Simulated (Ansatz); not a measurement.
Species, as SMILES: O (H2O).
Atoms: O1, H2, H3. Bonds: O1-H2, O1-H3.

Basis-set convergence of the lowest harmonic wavenumber at PBE0 with Ansatz (a program for electronic structure). Each level at its own minimum, finite differences of forces, unscaled; the reference is a large set that could be run, not a limit. All functions are spherical. The program fits the integrals of some runs and decomposes those of others, by size. No added dispersion term, no relativity. Reference: the value in aug-cc-pVQZ, 1635 cm⁻¹. Deviations are taken from unrounded values.

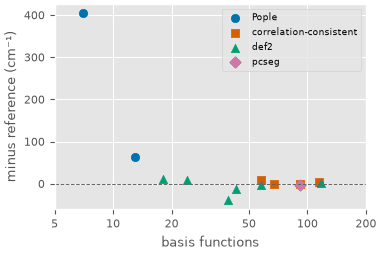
*Deviation from the reference against the number of basis functions, by family of sets.*

```tsv
basis	functions	lowest harmonic wavenumber (cm⁻¹)	minus reference (cm⁻¹)
STO-3G	7	2039	404
3-21G	13	1698	63
def2-SV(P)	18	1647	12
def2-SVP	24	1643	8
def2-SVPD	39	1596	-38
def2-TZVP	43	1623	-12
cc-pVTZ	58	1644	9
def2-TZVPD	58	1631	-4
jun-cc-pV(T+d)Z	67	1633	-1
aug-cc-pVTZ	92	1633	-2
aug-pcseg-2	92	1633	-2
cc-pVQZ	115	1640	5
def2-QZVPP	117	1636	1
```
